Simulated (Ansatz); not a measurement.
CsSnI₃ (cubic perovskite)

```yaml
crystal:
  lattice:
    - [6.22445, 0.00000, 0.00000]
    - [0.00000, 6.22445, 0.00000]
    - [0.00000, 0.00000, 6.22445]
  atoms:
    - { symbol: Cs, position: [0.00000, 0.00000, 0.00000] }
    - { symbol: Sn, position: [0.50000, 0.50000, 0.50000] }
    - { symbol: I, position: [0.00000, 0.50000, 0.50000] }
    - { symbol: I, position: [0.50000, 0.50000, 0.00000] }
    - { symbol: I, position: [0.50000, 0.00000, 0.50000] }
```

In each cell atom 1 (Cs, nearest neighbour I at 4.401 Å; its periodic images, 6.2 Å or more away, move with it) moves by s·(0.577, 0.577, 0.577) (along Cartesian [111]), the rest being held.

Calculation: r2SCAN (plane waves to 500 eV, PAW, scalar-relativistic; Ansatz, a quantum-chemistry and plane-wave program). k mesh 5×5×5 (Γ-centred), Fermi-Dirac smearing 0.05 eV. Energies are smeared free energies. F∥ is the force on the atom along that direction. On this mesh the relaxed cell isn't quite at rest: it carries a pressure of -0.1 GPa (compression positive) at the zero of the scan. CsSnI3 was relaxed with its symmetry unable to fall. Spin-orbit coupling is left out, though I is heavy. This is a high-temperature form of CsSnI3. The zero of ΔE is the undisplaced structure.

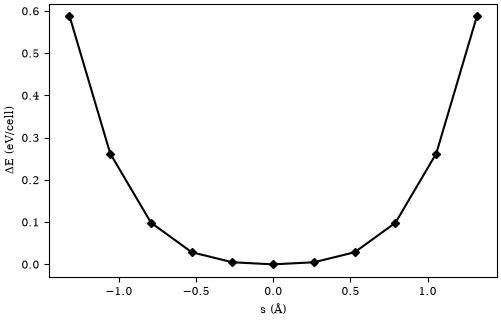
Figure. ΔE (eV/cell) against s (Å); one marker a computed point.

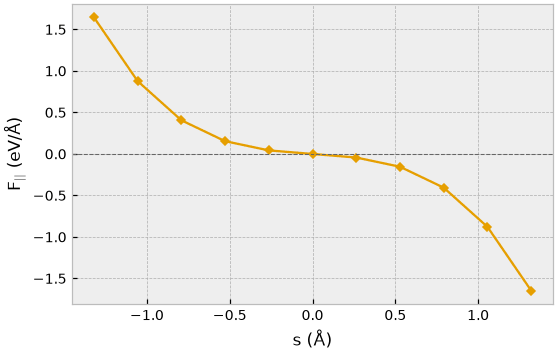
Fig. 1. F∥ (eV/Å) against s (Å); markers are the computed points, lines only join them.

The force along the line at s = -1.320 Å is 1.65 eV/Å and the energy at s = 1.320 Å is 588 meV/cell. Symmetry of the curve: even: the same for both signs. Shape of the curve: a single well with its minimum at or next to zero displacement.

With its periodic images moving along, the atom's site symmetry in this cell is m-3m.

(A displaced cell: forces are minus the slopes of the energy, force constants its curvatures, and phonons follow from these.)
